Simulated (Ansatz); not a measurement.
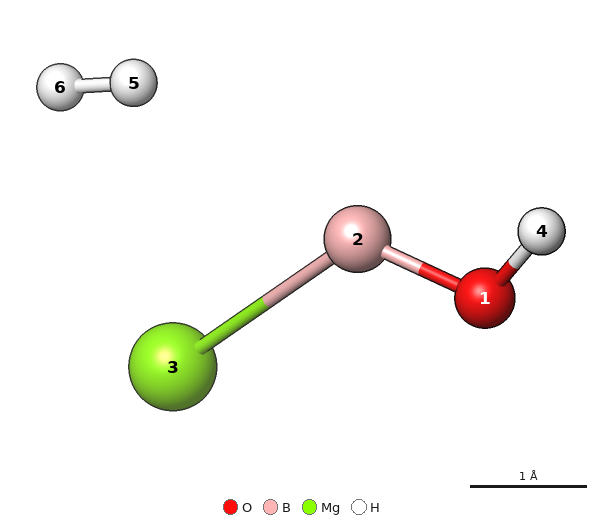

Computed geometry: PBE-D4/def2-SVP optimisation. No frequency run is at hand to confirm it as a minimum.

List the bonds and their lengths.

```
  bond  length (Å)
 O1–B2       1.320
 O1–H4       0.979
B2–Mg3       2.544
 H5–H6       0.789
```
